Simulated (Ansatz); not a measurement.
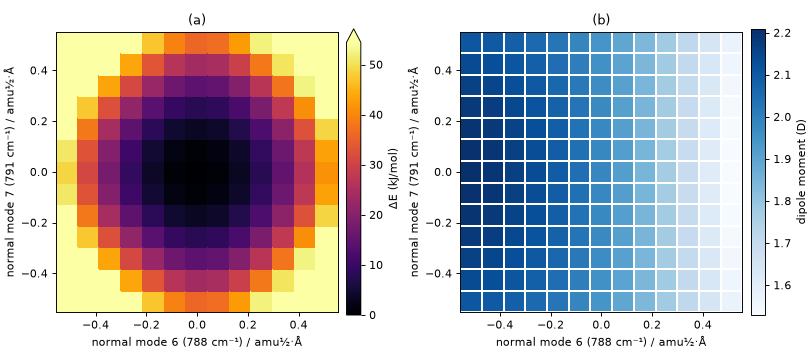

H2O2Zn, SMILES [OH][Zn][OH]. 
- First axis: normal mode 6 (788 cm⁻¹). Second axis: normal mode 7 (791 cm⁻¹).
- Nothing is relaxed (straight displacements along the two mass-weighted modes).
- The grid has 13 × 13 points; 91 points were computed and 78 follow by symmetry.
- Energies: kJ/mol, counted from the lowest grid point.
- The calculation used RKS PBE0-D4/def2-TZVP in Ansatz 0.2.0.

Panel (a) is the energy; panel (b) is the computed dipole moment, in D.

In the figure: one coloured cell a grid point, one colour for all values above the top of the scale.

How does the dipole moment vary over the map, and what is it at the lowest grid point?

Leaving out the highest fifth of the energies, it runs from 1.53 D at normal mode 6 (788 cm⁻¹) = 0.513 amu½·Å, normal mode 7 (791 cm⁻¹) = 0.000 amu½·Å to 2.21 D at normal mode 6 (788 cm⁻¹) = −0.513 amu½·Å, normal mode 7 (791 cm⁻¹) = 0.000 amu½·Å. At the lowest grid point, normal mode 6 (788 cm⁻¹) = 0.000 amu½·Å, normal mode 7 (791 cm⁻¹) = 0.000 amu½·Å, it is 1.98 D.

| normal mode 7 (791 cm⁻¹) ↓, normal mode 6 (788 cm⁻¹) → | −0.513 | −0.427 | −0.342 | −0.256 | −0.171 | −0.086 | 0.000 | 0.086 | 0.171 | 0.256 | 0.342 | 0.427 | 0.513 |
| --- | --- | --- | --- | --- | --- | --- | --- | --- | --- | --- | --- | --- | --- |
| 0.511 | 2.11 | 2.10 | 2.08 | 2.06 | 2.03 | 1.99 | 1.94 | 1.89 | 1.84 | 1.78 | 1.71 | 1.65 | 1.58 |
| 0.425 | 2.14 | 2.13 | 2.11 | 2.08 | 2.05 | 2.00 | 1.96 | 1.90 | 1.84 | 1.78 | 1.71 | 1.64 | 1.56 |
| 0.340 | 2.16 | 2.15 | 2.13 | 2.10 | 2.06 | 2.02 | 1.97 | 1.91 | 1.84 | 1.78 | 1.70 | 1.63 | 1.55 |
| 0.255 | 2.18 | 2.17 | 2.15 | 2.12 | 2.08 | 2.03 | 1.97 | 1.91 | 1.85 | 1.77 | 1.70 | 1.62 | 1.54 |
| 0.170 | 2.20 | 2.18 | 2.16 | 2.13 | 2.09 | 2.04 | 1.98 | 1.92 | 1.85 | 1.77 | 1.70 | 1.62 | 1.54 |
| 0.085 | 2.21 | 2.19 | 2.17 | 2.13 | 2.09 | 2.04 | 1.98 | 1.92 | 1.85 | 1.77 | 1.69 | 1.61 | 1.53 |
| 0.000 | 2.21 | 2.19 | 2.17 | 2.14 | 2.09 | 2.04 | 1.98 | 1.92 | 1.85 | 1.77 | 1.69 | 1.61 | 1.53 |
| −0.085 | 2.21 | 2.19 | 2.17 | 2.13 | 2.09 | 2.04 | 1.98 | 1.92 | 1.85 | 1.77 | 1.69 | 1.61 | 1.53 |
| −0.170 | 2.20 | 2.18 | 2.16 | 2.13 | 2.09 | 2.04 | 1.98 | 1.92 | 1.85 | 1.77 | 1.70 | 1.62 | 1.54 |
| −0.255 | 2.18 | 2.17 | 2.15 | 2.12 | 2.08 | 2.03 | 1.97 | 1.91 | 1.85 | 1.77 | 1.70 | 1.62 | 1.54 |
| −0.340 | 2.16 | 2.15 | 2.13 | 2.10 | 2.06 | 2.02 | 1.97 | 1.91 | 1.84 | 1.78 | 1.70 | 1.63 | 1.55 |
| −0.425 | 2.14 | 2.13 | 2.11 | 2.08 | 2.05 | 2.00 | 1.96 | 1.90 | 1.84 | 1.78 | 1.71 | 1.64 | 1.56 |
| −0.511 | 2.11 | 2.10 | 2.08 | 2.06 | 2.03 | 1.99 | 1.94 | 1.89 | 1.84 | 1.78 | 1.71 | 1.65 | 1.58 |
